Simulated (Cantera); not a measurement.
Input: 1 mol Al, 3.6 mol HCl, 3.4 mol N2, a varied amount of O2, held at 1948.15 K and 300 Torr.

Cantera equilibrium calculation (NASA polynomials, part measured and part estimated; ideal gas, pure solids and liquids). Candidate condensed phases: Al, AlCl3, AlN, Al2O3, H2O, NH4Cl; 45 gas species. Gases not in the tables: Al(OH)3. The numbers say what is thermodynamically allowed, not how fast it happens.

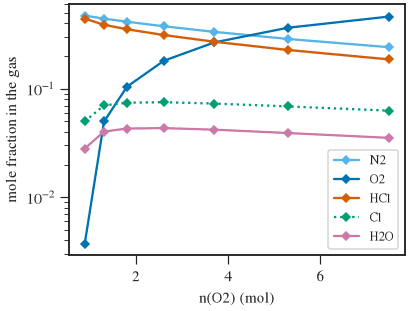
Figure: Equilibrium gas composition (values under 1e-9 drawn at 1e-9)

From 0.88 mol O2 to 7.5 mol O2 the condensed part is Al2O3(s).
